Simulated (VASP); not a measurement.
Band structure of SrBrF (space group P4/nmm). These are PBEsol GGA, VASP's PBE PAW potentials (set 64) (plane waves; VASP 6.6.1) values and carry that method's errors.

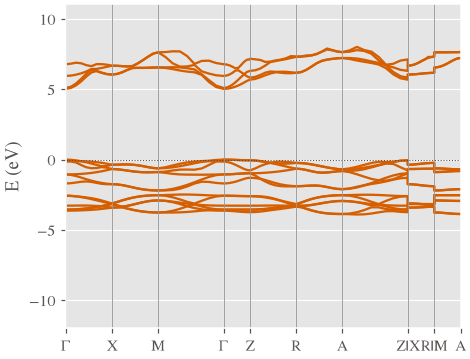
Figure. Bands along high-symmetry lines, zero at the valence-band maximum or, without a gap, the Fermi level

Task: Read the plot: is there a gap, and where are the band edges?

Result: The gap is direct, 5.03 eV, from the valence maximum at Γ to the conduction minimum at Γ. (Edges off the drawn lines would not show.)

The structure comes from a computed database's SrBrF entry (P4/nmm); how it stands against other phases isn't given here. It was relaxed first.
